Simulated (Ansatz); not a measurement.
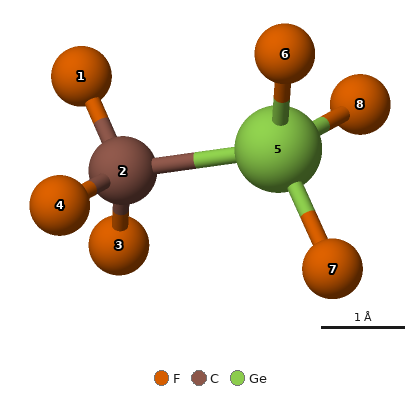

*The structure (ball-and-stick view, seen at a tilt; atoms are numbered from 1 in the order of the input). Sticks mark near contacts.*

Bond lengths as drawn: C–F 1.33 Å, C–Ge 2.00 Å and F–Ge 1.70 Å.

## Single-point calculation, with input and output: CF₆Ge

System: CF₆Ge.
Method: RHF-MP2, frozen core/def2-TZVPP (Ansatz 0.2.0).

The geometry comes from this level: PBE0-D4/def2-TZVP.

What the program printed:
```
Functional definition: HF
  name "HF"
  cite "Fock, Z. Phys. 61, 126 (1930) doi:10.1007/BF01340294"
  parent pbe
  exchange = exact_x
  correlation = 0
1788 factors; integrals over basis functions are off by at most 8.1e-4 eV
mean field evaluation 1: about -73743.2660 eV, gradient 6.3e1 eV
mean field evaluation 2: about -73743.5092 eV, gradient 6.3e1 eV
mean field evaluation 4: about -73750.2125 eV, gradient 3.9e0 eV
mean field evaluation 8: about -73750.2906 eV, gradient 4.6e-1 eV
mean field -73750.29151325 eV, -2710.2732233691 hartree, gradient 4.7e-6 eV, S^2 0.000000; 0 other end points of the search recorded, 0 dependent functions left out
16 core orbitals not correlated: weight in the atoms' cores, before any rotation towards them, 1.000 or more for the frozen orbitals, at most 0.000 for the correlated occupied ones
reference -73750.29151325 eV, -2710.2732233691 hartree; 30, 30 occupied and 219, 219 virtual orbitals, 1788 factors
second order -51.32497556 eV of doubles, -0.00000000 eV of singles
Total energy: -73801.61648881 eV, -2712.1593814314 hartree
```

The run was set up as follows.

The input:
```yaml
crystal:
  periodic: [false, false, false]
  atoms:
    - {symbol: F, position_ang: [0.801611, -1.034563, 1.473689]}
    - {symbol: C, position_ang: [0.793369, -0.689494, 0.187952]}
    - {symbol: F, position_ang: [0.642848, -1.792255, -0.542498]}
    - {symbol: F, position_ang: [1.971700, -0.145834, -0.109141]}
    - {symbol: Ge, position_ang: [-0.688884, 0.604145, -0.181569]}
    - {symbol: F, position_ang: [-0.511777, 2.020685, 0.746105]}
    - {symbol: F, position_ang: [-0.712569, 1.056632, -1.822678]}
    - {symbol: F, position_ang: [-2.203999, -0.076415, 0.192339]}
basis:
  gaussian: {orbitals: def2-TZVPP}
correlation: {method: mp2}
```

Launched with:
```bash
ansatz run in.yaml --threads 4 --pin off --events-out ev --progress --plain --max-ram 11315MiB
```

Key numbers:

```json
{"quantity": "outcome", "value": "converged"}
{"quantity": "total energy", "value": "−73801.6165 eV"}
{"quantity": "mean-field energy", "value": "−73750.2915 eV"}
{"quantity": "SCF solution under orbital rotations", "value": "stable"}
{"quantity": "hardware", "value": "4 threads of Arm Neoverse V1, 23 GiB of memory available, shared host"}
{"quantity": "wall time", "value": "6.5 s (CPU time 24 s)"}
{"quantity": "peak memory", "value": "0.77 GiB"}
```
